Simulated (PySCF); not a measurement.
```xyz
14

C     2.6157   -0.2856   -0.0178
N     1.2480    0.1332   -0.0571
N     0.8993    1.3641   -0.3539
C    -0.4222    1.3511   -0.3194
C    -0.8531    0.0546    0.0112
Si   -2.5785   -0.6331    0.2350
N     0.2472   -0.6811    0.1668
H     2.9316   -0.6543   -0.9965
H     3.2317    0.5680    0.2576
H     2.7182   -1.0848    0.7136
H    -0.9986    2.2300   -0.5203
H    -3.0769   -0.2472    1.5589
H    -2.5366   -2.0858    0.0982
H    -3.4264   -0.0297   -0.7984
```

Geometry: GFN2-xTB.

The calculation used PBE0/pcSseg-1, SCF density, gas phase, non-relativistic in PySCF.

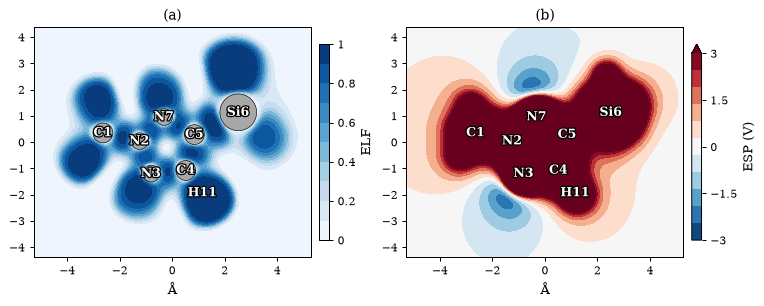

C₃H₇N₃Si. (a) ELF; (b) molecular electrostatic potential on the plane of atoms N3, N2 and N7. Grey discs cover the atomic cores in the ELF map.

### Describe what can be read from this map.

The plane passes through C, N, Si and H nuclei. N–N (1.31 Å): the ELF peaks at about 0.90 between the atoms, as expected for a covalent bond. C–N (1.32 Å): the ELF peaks at about 0.90 between the atoms; a covalent bond. C–C (1.41 Å): the ELF peaks at about 0.95 between the atoms (a covalent bond). C–Si (1.87 Å): the ELF peaks at about 1 between the atoms, as expected for localised, covalent bonding. C–H (1.07 Å): the ELF climbs to about 1 towards the hydrogen, as it does in any bond to H: an ordinary covalent bond to hydrogen. The ELF also peaks beside N3 and N7, away from the bonds: lone-pair regions. Outside the dense part of the molecule the potential is most negative (−2.2 V) near N7.
